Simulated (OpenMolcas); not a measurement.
**One shape, several levels: CH5FOSi (SMILES CO[SiH2]F)**

Wanted: a comparison of 6 runs (HF/STO-3G, HF/3-21G, BHLYP/def2-SVP, BLYP/def2-SVP, PBE/def2-SVP, r2SCAN/def2-SVP) of CH5FOSi. 

The results are computed with OpenMolcas 26.06.

1 further run of the same task is left out (set aside as unsound or not needed).

## (1) Starting point

The species is CH5FOSi (9 atoms), meant as a singlet with charge 0. As SMILES, `CO[SiH2]F`. The coordinates come from a PBE0-D4/def2-TZVP relaxation. This is one conformer, not always the lowest.

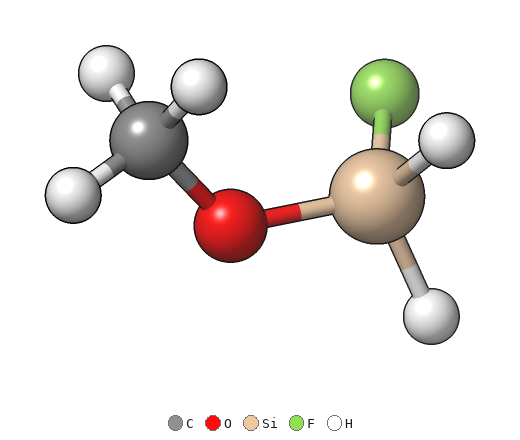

Viewed from a chosen angle; carbon grey, oxygen red, silicon light orange, fluorine green, hydrogen white.

## (2) Energy and forces at HF/STO-3G (run 1)

Contents of calc.input:

```
* CH5FOSi Hartree-Fock
&GATEWAY
BasLib = $CurrDir
Coord
9
angstrom
C       -0.280200       1.150700      -0.688400
O       -0.743600      -0.064200      -0.138000
Si       0.168900      -1.127700       0.679900
F        1.202000      -1.865200      -0.290100
H        0.189600       0.979000      -1.660800
H       -1.135900       1.813600      -0.823000
H        0.443400       1.643500      -0.029000
H       -0.748200      -2.141700       1.231900
H        0.992400      -0.434200       1.700300
Basis = STO-3G
Group = NoSym
&SEWARD
&SCF
Thresholds = 1e-10 1e-07 1e-07 1e-05
PrOrbitals = 1 1
&ALASKA
```

The basis set STO-3G is read from a file made from the Basis Set Exchange's data (not shown).

Started as:

```console
$ export MOLCAS_MEM=1860
$ pymolcas calc.input > calc.log
```

Standard output:

```text
--- Start Module: gateway ---
[...]
--- Stop Module: gateway /rc=_RC_ALL_IS_WELL_ ---
[...]
      Basis functions           29
[...]
--- Start Module: scf ---
[...]
       Convergence after  11 Iterations
[...]
::    Total SCF energy                               -497.8275280687
[...]
      Total spin, S                                     0.0000000000
[...]
      Total electronic charge=   42.000000
      Total            charge=   -0.000000
[...]
      Dipole Moment (debye):
      Origin of the operator (angstrom)=    0.1505   -0.6540    0.0433
                   X=  2.5578E-01               Y=  7.2135E-01               Z=  7.4955E-01           Total=  1.0713E+00
      Quadrupole Moment (debye*angstrom):
[...]
--- Stop Module: scf /rc=_RC_ALL_IS_WELL_ ---
--- Start Module: alaska ---
[...]
 *              Molecular gradients               *
 **************************************************
  Irreducible representation: a
 ------------------------------------------------------------------------------------------
                              X                       Y                       Z
 ------------------------------------------------------------------------------------------
  C1               -7.89101188199037E-03    1.21438761598398E-02   -9.36951841597811E-03
  O2                2.96380375734966E-02   -7.43159936423687E-03    1.17865881610011E-02
  SI3              -1.58321627272566E-02    1.10135652235712E-02   -4.50959232957615E-02
  F4               -5.60914493256348E-03    4.26498915950013E-03    9.84027640740770E-03
  H5               -2.55538242330955E-03   -4.72651887506376E-03    2.97063939418996E-03
  H6                4.61294306524973E-04   -3.36652767076728E-03    1.84134674862646E-03
  H7               -1.14927929686459E-03   -4.82910294033001E-03    3.06695725983497E-03
  H8               -1.63827051221910E-02   -2.15990621427031E-02    7.98711740520197E-03
[...]
--- Stop Module: alaska /rc=_RC_ALL_IS_WELL_ ---
[...]
```

Run time: 2.6 s. Hardware: 1 thread of Intel Xeon Platinum 8259CL at 2.50GHz (Skylake/Cascade Lake), shared host; peak memory 0.37 GiB.

## (3) Energy and gradient at HF/3-21G (run 2)

Contents of test.input:

```
&GATEWAY
  BasLib
  $CurrDir
  Coord
  9
  bohr
  C     -0.52950126     2.17450785    -1.30088746
  O     -1.40520035    -0.12132042    -0.26078221
  Si     0.31917474    -2.13104415     1.28482479
  F      2.27145080    -3.52471717    -0.54820955
  H      0.35829207     1.85004188    -3.13845715
  H     -2.14653990     3.42720730    -1.55524460
  H      0.83790456     3.10576489    -0.05480206
  H     -1.41389309    -4.04722644     2.32795361
  H      1.87536421    -0.82051908     3.21310133
  Basis
  3-21G
  Group
  NoSym

&SEWARD

&SCF
  Thresholds
  1e-10 1e-07 1e-07 1e-05
  PrOrbitals
  1 2

&ALASKA
```

The basis set 3-21G is read from a file made from the Basis Set Exchange's data (not shown).

Started as:

```console
$ export MOLCAS_MEM=1860
$ pymolcas test.input > test.log
```

Standard output:

```text
--- Start Module: gateway ---
[...]
--- Stop Module: gateway /rc=_RC_ALL_IS_WELL_ ---
[...]
      Basis functions           50
[...]
--- Start Module: scf ---
[...]
       Convergence after  12 Iterations
[...]
::    Total SCF energy                               -501.3917191348
[...]
      Total spin, S                                     0.0000000000
[...]
      Total electronic charge=   42.000000
      Total            charge=   -0.000000
[...]
      Dipole Moment (debye):
      Origin of the operator (angstrom)=    0.1505   -0.6540    0.0433
                   X=  1.7814E-01               Y=  1.9000E+00               Z=  7.5099E-01           Total=  2.0508E+00
      Quadrupole Moment (debye*angstrom):
[...]
--- Stop Module: scf /rc=_RC_ALL_IS_WELL_ ---
[...]
--- Start Module: alaska ---
[...]
 *              Molecular gradients               *
 **************************************************
  Irreducible representation: a
 ------------------------------------------------------------------------------------------
                              X                       Y                       Z
 ------------------------------------------------------------------------------------------
  C1                4.72251044861427E-04   -2.36056189299605E-02    1.34184349267867E-02
  O2                9.46874845067747E-03   -4.25677409148317E-03    5.55995865053571E-03
  SI3               6.69264248594215E-03    1.58870290968864E-02   -3.34969991542078E-02
  F4               -1.56866546157666E-02    1.00079175112224E-02    1.72266056036374E-02
  H5                2.56814777834480E-03   -2.35760034466181E-03   -6.49059915217043E-03
  H6               -7.23000133489737E-03    4.39242056841760E-03   -5.16205934390279E-04
  H7                3.80205838261904E-03    2.55959242001946E-03    4.09106103392931E-03
  H8               -2.99281792663653E-03   -2.79306402085266E-03   -1.01534408573078E-03
[...]
--- Stop Module: alaska /rc=_RC_ALL_IS_WELL_ ---
[...]
```

Run time: 3.6 s. Hardware: 1 thread of Intel Xeon Platinum 8259CL at 2.50GHz (Skylake/Cascade Lake), shared host; peak memory 0.38 GiB.

Runs 3 to 5 aren't shown in full; the table further down has their settings and results.

## (4) Energy and forces at r2SCAN/def2-SVP (run 6)

Contents of mol.input:

```
&GATEWAY
 BasLib
 $CurrDir
 Coord
 9
 angstrom
 C       -0.280200       1.150700      -0.688400
 O       -0.743600      -0.064200      -0.138000
 Si       0.168900      -1.127700       0.679900
 F        1.202000      -1.865200      -0.290100
 H        0.189600       0.979000      -1.660800
 H       -1.135900       1.813600      -0.823000
 H        0.443400       1.643500      -0.029000
 H       -0.748200      -2.141700       1.231900
 H        0.992400      -0.434200       1.700300
 Basis
 def2-SVP
 Group
 NoSym

&SEWARD
 GridInput
 Grid=UltraFine
 End of Grid

&SCF
 KSDFT
 2
 1.0 MGGA_X_R2SCAN
 1.0 MGGA_C_R2SCAN
 Thresholds
 1e-10 1e-07 1e-07 1e-05
 PrOrbitals
 1 2

&ALASKA
```

The basis set def2-SVP is read from a file made from the Basis Set Exchange's data (not shown).

Started as:

```console
$ export MOLCAS_MEM=1860
$ pymolcas mol.input > mol.log
```

Standard output:

```text
--- Start Module: gateway ---
[...]
--- Stop Module: gateway /rc=_RC_ALL_IS_WELL_ ---
[...]
      Basis functions           85
[...]
--- Start Module: scf ---
[...]
       Convergence after  15 Iterations
[...]
::    Total KS-DFT energy                            -505.3614087706
[...]
      Total spin, S                                     0.0000000000
[...]
      Total electronic charge=   42.000000
      Total            charge=   -0.000000
[...]
      Dipole Moment (debye):
      Origin of the operator (angstrom)=    0.1505   -0.6540    0.0433
                   X= -4.5820E-02               Y=  1.6225E+00               Z=  2.2842E-01           Total=  1.6392E+00
      Quadrupole Moment (debye*angstrom):
[...]
--- Stop Module: scf /rc=_RC_ALL_IS_WELL_ ---
[...]
--- Start Module: alaska ---
[...]
 *              Molecular gradients               *
 **************************************************
  Irreducible representation: a
 ------------------------------------------------------------------------------------------
                              X                       Y                       Z
 ------------------------------------------------------------------------------------------
  C1                2.63036688215795E-03    4.45977894251914E-03   -1.95467876400102E-03
  O2                8.45138728573147E-03   -7.81359819222160E-03    6.38447360400729E-03
  SI3               4.03483078537414E-03    2.41917741323228E-03   -1.70691393599753E-02
  F4               -1.26835817614328E-02    8.83148953600710E-03    1.22385247540642E-02
  H5               -2.85244327249212E-03    2.02881281508964E-04    5.83300148175336E-03
  H6                4.33332279855714E-03   -4.54821314291154E-03    1.32754207874441E-03
  H7               -4.23254894403824E-03   -3.39528255387700E-03   -3.45607060796693E-03
  H8                1.42999140615396E-03    1.15320669389352E-03   -1.26199438278318E-03
[...]
--- Stop Module: alaska /rc=_RC_ALL_IS_WELL_ ---
[...]
```

Run time: 55 s. Hardware: 1 thread of Intel Xeon Platinum 8259CL at 2.50GHz (Skylake/Cascade Lake), shared host; peak memory 0.47 GiB.

## (5) The series

```csv
run,level,integration grid,energy (Eh),dipole moment (D),HOMO energy (eV),LUMO energy (eV),wall time
1,HF/STO-3G,–,-497.827528,1.07,-9.12,12.80,2.6 s
2,HF/3-21G,–,-501.391719,2.05,-12.40,5.33,3.6 s
3,BHLYP/def2-SVP,UltraFine,-505.399072,1.74,-10.21,2.35,52 s
4,BLYP/def2-SVP,UltraFine,-505.436224,1.54,-6.89,0.70,41 s
5,PBE/def2-SVP,UltraFine,-505.103919,1.55,-7.02,0.56,40 s
6,r2SCAN/def2-SVP,UltraFine,-505.361409,1.64,-7.43,1.00,55 s
```

## (6) Summary of results

```
                       quantity          value
            run 6: total energy  -505.36141 Eh
           run 6: dipole moment         1.64 D
             run 6: HOMO energy       -7.43 eV
             run 6: LUMO energy        1.00 eV
           run 6: HOMO–LUMO gap        8.44 eV
run 6: largest force on an atom     1.014 eV/Å
```

What this shows: The dipole moment (its size) runs from 1.07 D (HF/STO-3G) to 2.05 D (HF/3-21G). The HOMO–LUMO gap runs from 7.58 eV (PBE/def2-SVP) to 21.92 eV (HF/STO-3G). The two ends differ in method and basis. Totals of different functionals can't be ranked against each other. In run 1 the basis is minimal, so the values are rough. All runs together took 3.2 min, the longest 55 s.
